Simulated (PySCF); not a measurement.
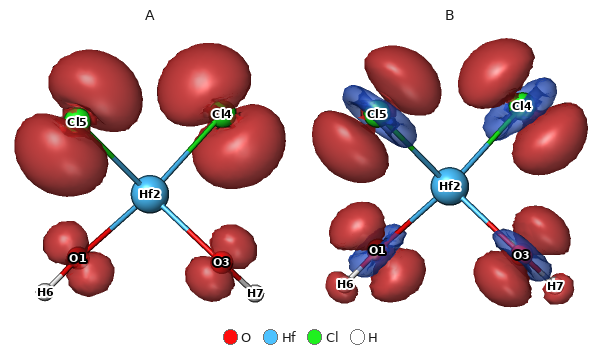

Figure 1: Cl2H2HfO2, SMILES `O[Hf](O)(Cl)Cl`. The Fukui function f⁻ from two separate SCF calculations and the density of the HOMO, at ±0.03 e/Å³ (red positive, blue negative).

Method: B3LYP/def2-SVPD; geometry: GFN2-xTB; program: PySCF. Core potentials replace the inner electrons of Hf; spin–orbit coupling isn't included. This is a single-reference result, which may miss multireference character in this system. No frequency check shows the geometry to be a minimum. GFN2-xTB bond lengths at metals and heavier atoms can be off by up to 0.1 Å and shapes distorted, which carries into these values.

Q: Which panel is which, and how good is the frozen-orbital picture?

A: B is f⁻ (it has negative regions), A the HOMO density. The HOMO lies on Cl4 and Cl5 (40 % each), Hf2 (6 %) and O1 and O3 (6 % each); f⁻ (Hirshfeld-condensed) is largest on Cl4 and Cl5 (0.28 each); the vertical ionisation energy is 11.19 eV (the stability of the cation's solution wasn't checked). Relaxation shifts 24 % of the electron between atoms. The orbital energy is −9.04 eV.

Run time: 45 s on 1 thread of Intel(R) Xeon(R) Platinum 8488C (Sapphire Rapids), on a shared host, peak memory 0.67 GiB.
